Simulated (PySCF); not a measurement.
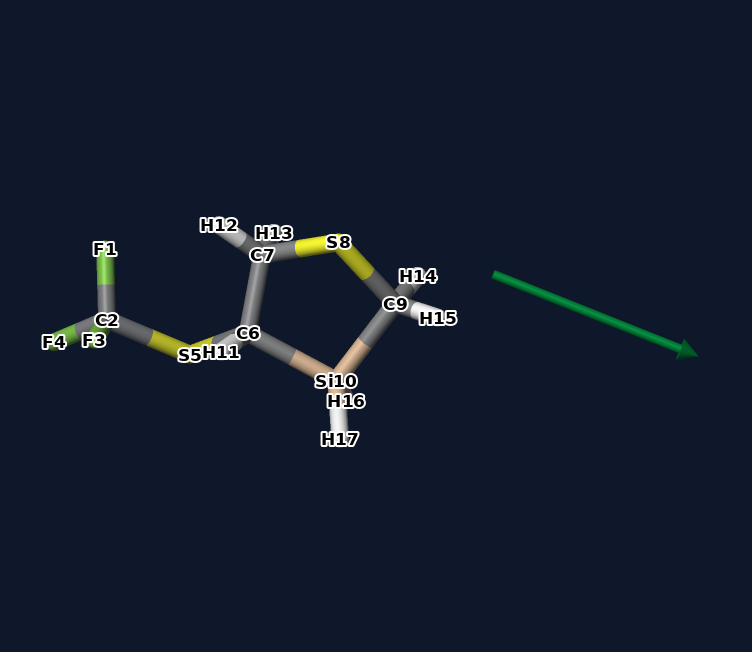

The arrow beside the molecule shows the direction of the dipole moment, from the negative to the positive end (its length means nothing). The geometry was computed by an optimisation with GFN2-xTB. No frequency run is at hand to confirm it as a minimum. Level of theory: PBE0/pcSseg-1, gas phase (PySCF 2.14.0).

Estimate the dipole moment.

2.43 D; it points from the side of F4 to the side of H15 (the outermost atoms at the two ends).

The geometry is semi-empirical. Around Si such bond lengths and angles can be off by a tenth of an ångström or more and by several degrees, and values that hang on the shape move with them.
